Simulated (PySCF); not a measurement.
**One shape, several levels: SiH2SF (SMILES F[SiH2][S])**

Wanted: a comparison of 6 runs (UB3LYP/STO-3G, UPBE0/STO-3G, UMP2/STO-3G, UCCSDT/STO-3G, ROCCSD(T)/STO-3G, FCI/STO-3G) of SiH2SF. 

The calculation is run with PySCF 2.14.0.

4 further runs of the same task are left out: 4 set aside as unsound or not needed.

**1. The system as given**

SiH2SF: 5 atoms, total charge 0, spin state doublet. SMILES: `F[SiH2][S]`. The coordinates come from a PBE0-D4/def2-TZVP relaxation.

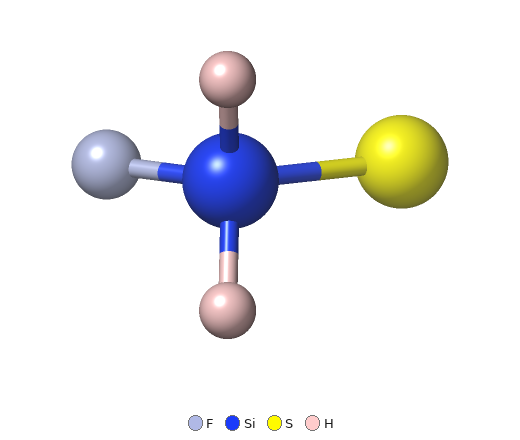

The structure, seen from a chosen angle (fluorine light blue, silicon blue, sulfur yellow, hydrogen pink).

**2. The energy at UB3LYP/STO-3G (run 1)**

job.py

```python
# F[SiH2][S]
from pyscf import gto, dft

molecule = gto.M(
    atom='''
F     -0.324300    -0.023300     1.585400
Si     0.086000    -0.081000     0.044500
S     -1.148000     1.061300    -1.211000
H     -0.023500    -1.493100    -0.391000
H      1.459700     0.462600    -0.069300
''',
    verbose=4,
    basis='sto-3g',
    max_memory=1860,
    spin=1,
)

ks = dft.UKS(molecule)
ks.xc = 'b3lyp'
ks.conv_tol = 1e-10
ks.grids.level = 5
ks.kernel()
if not ks.converged:
    ks = ks.newton().run(ks.mo_coeff, ks.mo_occ)

energy = ks.e_tot
print(f'total energy: {energy:.8f} hartree')
```

Launch:

```sh
$ OMP_NUM_THREADS=1 python job.py
```

What it wrote:

```text
PySCF version 2.14.0

[INPUT] num. atoms = 5
[INPUT] num. electrons = 41
[INPUT] charge = 0
[INPUT] spin (= nelec alpha-beta = 2S) = 1
[INPUT] symmetry False subgroup None
[INPUT] Mole.unit = angstrom
[INPUT] Symbol           X                Y                Z      unit          X                Y                Z       unit  Magmom
[INPUT]  1 F     -0.324300000000  -0.023300000000   1.585400000000 AA   -0.612838182196  -0.044030618702   2.995971797885 Bohr   0.0
[INPUT]  2 Si     0.086000000000  -0.081000000000   0.044500000000 AA    0.162516446713  -0.153067816090   0.084092812543 Bohr   0.0
[INPUT]  3 S     -1.148000000000   1.061300000000  -1.211000000000 AA   -2.169405591001   2.005566336001  -2.288458336848 Bohr   0.0
[INPUT]  4 H     -0.023500000000  -1.493100000000  -0.391000000000 AA   -0.044408563927  -2.821550076588  -0.738882914705 Bohr   0.0
[INPUT]  5 H      1.459700000000   0.462600000000  -0.069300000000 AA    2.758433224028   0.874187305224  -0.130958020432 Bohr   0.0

[... 41 lines left out ...]
WARN: HOMO -0.266035325615397 >= LUMO -0.266035325615395
[... 42 lines left out ...]
converged SCF energy = -779.481033179537  <S^2> = 0.75106426  2S+1 = 2.001064
total energy: -779.48103318 hartree
```

Run time: 6.9 s. Hardware: 1 thread of Arm Neoverse V1, shared host; peak memory 0.23 GiB.

**3. A single-point energy at UPBE0/STO-3G (run 2)**

job.py

```python
from pyscf import gto, dft

molecule = gto.Mole()
molecule.atom = '''
F     -0.612838    -0.044031     2.995972
Si     0.162516    -0.153068     0.084093
S     -2.169406     2.005566    -2.288458
H     -0.044409    -2.821550    -0.738883
H      2.758433     0.874187    -0.130958
'''
molecule.basis = 'sto-3g'
molecule.spin = 1
molecule.unit = 'bohr'
molecule.max_memory = 1860
molecule.verbose = 4
molecule.build()

ks = dft.UKS(molecule, xc='pbe0')
ks.grids.level = 5
ks.conv_tol = 1e-10
ks.kernel()
if not ks.converged:
    ks = ks.newton().run(ks.mo_coeff, ks.mo_occ)

e_final = ks.e_tot
print(f'total energy: {e_final:.8f} hartree')
```

Launch:

```sh
$ OMP_NUM_THREADS=1 python job.py
```

What it wrote:

```text
PySCF version 2.14.0

[INPUT] num. atoms = 5
[INPUT] num. electrons = 41
[INPUT] charge = 0
[INPUT] spin (= nelec alpha-beta = 2S) = 1
[INPUT] symmetry False subgroup None
[INPUT] Mole.unit = bohr
[INPUT] Symbol           X                Y                Z      unit          X                Y                Z       unit  Magmom
[INPUT]  1 F     -0.324299903586  -0.023300201774   1.585400106954 AA   -0.612838000000  -0.044031000000   2.995972000000 Bohr   0.0
[INPUT]  2 Si     0.085999763610  -0.081000097321   0.044500099198 AA    0.162516000000  -0.153068000000   0.084093000000 Bohr   0.0
[INPUT]  3 S     -1.148000216433   1.061299822196  -1.210999821748 AA   -2.169406000000   2.005566000000  -2.288458000000 Bohr   0.0
[INPUT]  4 H     -0.023500230760  -1.493099959471  -0.391000045136 AA   -0.044409000000  -2.821550000000  -0.738883000000 Bohr   0.0
[INPUT]  5 H      1.459699881450   0.462599838483  -0.069299989188 AA    2.758433000000   0.874187000000  -0.130958000000 Bohr   0.0

[... 81 lines left out ...]
converged SCF energy = -779.159558595929  <S^2> = 0.75124555  2S+1 = 2.0012452
total energy: -779.15955860 hartree
```

It took 6.3 s on 1 thread of Arm Neoverse V1, shared host; peak memory 0.23 GiB.

Runs 3 to 5 aren't shown in full; the table further down has their settings and results.

**4. The energy at FCI/STO-3G (run 6)**

job.py

```python
# F[SiH2][S]
from pyscf import gto, scf, mcscf

mol = gto.Mole()
mol.atom = '''
F       -0.324300      -0.023300       1.585400
Si       0.086000      -0.081000       0.044500
S       -1.148000       1.061300      -1.211000
H       -0.023500      -1.493100      -0.391000
H        1.459700       0.462600      -0.069300
'''
mol.max_memory = 1860
mol.charge = 0
mol.basis = 'sto-3g'
mol.spin = 1
mol.verbose = 3
mol.build()

hf = scf.ROHF(mol)
hf.conv_tol = 1e-10
hf.kernel()
if not hf.converged:
    hf = hf.newton().run(hf.mo_coeff, hf.mo_occ)

cas = mcscf.CASCI(hf, hf.mo_coeff.shape[-1] - 11, (mol.nelec[0] - 11, mol.nelec[1] - 11))  # full CI above the frozen core
cas.fix_spin_(ss=0.75)
cas.kernel()
etot = cas.e_tot
print('E = %.10f Eh' % etot)
```

Launch:

```sh
$ OMP_NUM_THREADS=1 python job.py
```

What it wrote:

```text
converged SCF energy = -777.989343116207
CASCI E = -778.073444312543  E(CI) = -68.7418450912766  S^2 = 0.7500000
E = -778.0734443125 Eh
```

Wall time 68 s (1 thread of Arm Neoverse V1, shared host); peak memory 0.55 GiB.

**5. All runs side by side**

```
run             level  integration grid  frozen core orbitals  energy (Eh)  dipole moment (D) of the reference  HOMO energy (eV)  LUMO energy (eV)  wall time
  1     UB3LYP/STO-3G                 5                     –  -779.481033                                0.62             -2.97             -0.42      6.9 s
  2      UPBE0/STO-3G                 5                     –  -779.159559                                0.71             -3.24             -0.05      6.3 s
  3       UMP2/STO-3G                 –                    11  -778.049347                                0.94             -6.63              5.63     0.84 s
  4     UCCSDT/STO-3G                 –                    11  -778.073397                                0.94             -6.63              5.63      3.9 s
  5  ROCCSD(T)/STO-3G                 –                    11  -778.072875                                0.93                 –                 –      1.4 s
  6        FCI/STO-3G                 –                    11  -778.073444                                0.93                 –                 –       68 s
```

**6. Summary of results**

| quantity | value |
| --- | --- |
| run 6: total energy | -778.07344 Eh |
| run 6: dipole moment (Hartree–Fock density) | 0.93 D |
| run 6: correlation energy (11 core orbitals frozen) | -84.1 mEh |

In words: Against full CI in this basis: UMP2 +24.1 mEh; UCCSDT +0.0 mEh; ROCCSD(T) +0.6 mEh. Totals of different functionals can't be ranked against each other. In runs 1, 2, 3, 4, 5, 6 the basis is minimal, so the values are rough. All runs together took 88 s, the longest 68 s.
